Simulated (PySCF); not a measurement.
ZnCl (charge −1)

```xyz
2

Zn    0.0000    0.0000   -0.8840
Cl    0.0000    0.0000    1.6160
```

Computed with PBE0/def2-TZVPPD, non-relativistic Hamiltonian with scalar-relativistic core potentials where named, at a bond length of 2.500 Å (PySCF).

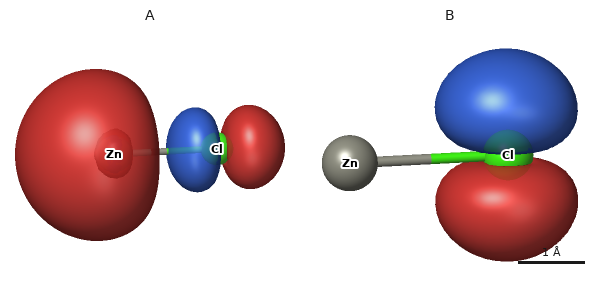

Figure 1. Two frontier orbitals, each drawn at the value that holds 80 % of its norm (red and blue are the two phases), in no order; of a degenerate pair one member is drawn.

Name the orbitals and rank them from lowest to highest energy.

Answer. Orbital B: π, occupied, −2.71 eV; mainly on Cl (95 %).
Orbital A: σ, occupied, −0.45 eV; mainly on Zn (80 %).

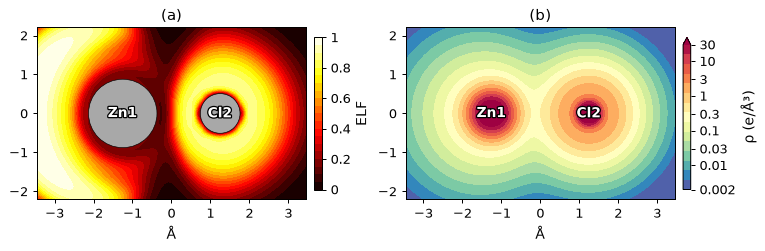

Figure 2. (a) ELF; (b) electron density on a plane that holds the molecular axis. Grey discs cover the atomic cores in the ELF map.

Interpret the plot.

Answer. The section cuts through Zn and Cl sites. Zn–Cl (2.50 Å): ρ at the midpoint is about 0.33 e/Å³, with its minimum of 0.3 e/Å³ about 1.1 Å from Zn; the ELF peaks at about 0.85 in the valence shell of Cl, 0.8 Å from its nucleus, and is about 0.35 at the midpoint. The ELF also peaks beside Cl2, away from the bonds: lone-pair regions.
